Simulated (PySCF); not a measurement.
**C4H14N2OSi2: density, localisation and related maps**

```yaml
atoms:
  - { symbol: C, position_ang: [4.0485, 0.2090, 0.9196] }
  - { symbol: O, position_ang: [3.6407, -0.9532, 0.2463] }
  - { symbol: C, position_ang: [2.3837, -0.9534, -0.2921] }
  - { symbol: C, position_ang: [1.4741, 0.0109, -0.2736] }
  - { symbol: C, position_ang: [0.1159, -0.1365, -0.8619] }
  - { symbol: Si, position_ang: [-1.2034, -0.4896, 0.4811] }
  - { symbol: N, position_ang: [-1.0919, 0.8540, 1.5711] }
  - { symbol: Si, position_ang: [-3.3592, -0.5699, -0.3102] }
  - { symbol: N, position_ang: [-3.7038, 0.9429, -1.0642] }
  - { symbol: H, position_ang: [5.0556, 0.0125, 1.2843] }
  - { symbol: H, position_ang: [3.3908, 0.4293, 1.7681] }
  - { symbol: H, position_ang: [4.0679, 1.0749, 0.2484] }
  - { symbol: H, position_ang: [2.1984, -1.9032, -0.7746] }
  - { symbol: H, position_ang: [1.6713, 0.9561, 0.2109] }
  - { symbol: H, position_ang: [-0.1483, 0.7742, -1.3992] }
  - { symbol: H, position_ang: [0.1100, -0.9551, -1.5806] }
  - { symbol: H, position_ang: [-0.7868, -1.7657, 1.1095] }
  - { symbol: H, position_ang: [-0.1843, 1.1269, 1.9163] }
  - { symbol: H, position_ang: [-1.7674, 0.9297, 2.3147] }
  - { symbol: H, position_ang: [-3.6162, -1.5478, -1.3730] }
  - { symbol: H, position_ang: [-4.3169, -0.9095, 0.7671] }
  - { symbol: H, position_ang: [-4.6126, 1.1019, -1.4688] }
  - { symbol: H, position_ang: [-3.3708, 1.7886, -0.6306] }
```

Geometry: GFN2-xTB.

These are results of PBE0/pcSseg-1, SCF density, gas phase, non-relativistic in PySCF 2.14.0, not measurements.

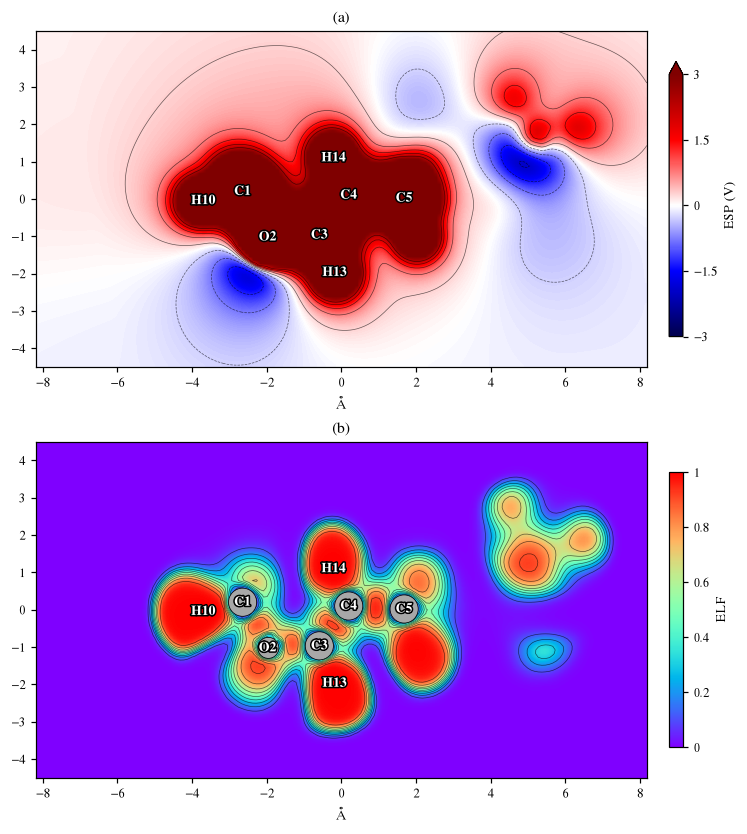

Figure 1. (a) electrostatic potential; (b) electron localisation function on the plane of atoms O2, C3 and H13. Grey discs cover the atomic cores in the ELF map.

> Interpret the plot.

Atoms in the plane: C, O and H. C–C (1.33 Å): the ELF peaks at about 0.90 between the atoms: a short, multiple covalent bond. C–O (1.37 Å): the ELF peaks at about 0.90 between the atoms; a shared but strongly polarised pair. C–C (1.49 Å): the ELF peaks at about 0.95 between the atoms: localised, covalent bonding. The ELF also peaks beside O2 and N9, away from the bonds: lone-pair regions. Outside the dense part of the molecule the potential is most negative (−1.9 V) near N9, which lies off the plane.

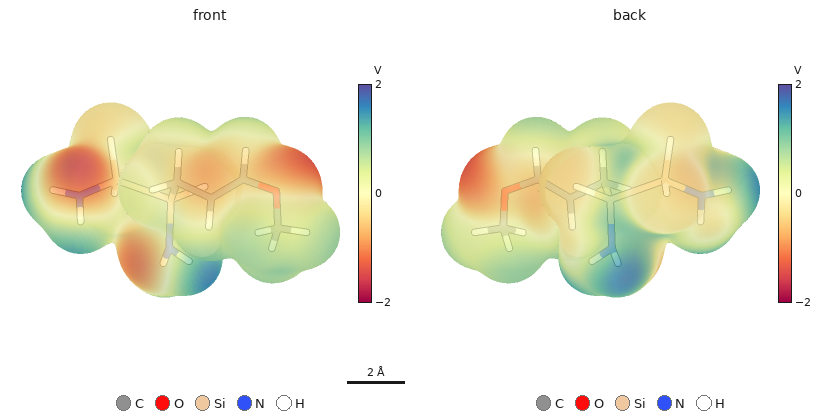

Figure 2. The electrostatic potential painted on the density surface at 0.002 e/bohr³, seen from the front and from behind; red is negative and blue positive.

> Where is the surface potential most negative and most positive?

The most negative region (about −1.4 V) lies over N9, the most positive (about +1.6 V) over H18 and H19. N9 is the likeliest acceptor of a hydrogen bond.

> How polar is the molecule by this calculation?

Its dipole moment is 2.61 D.
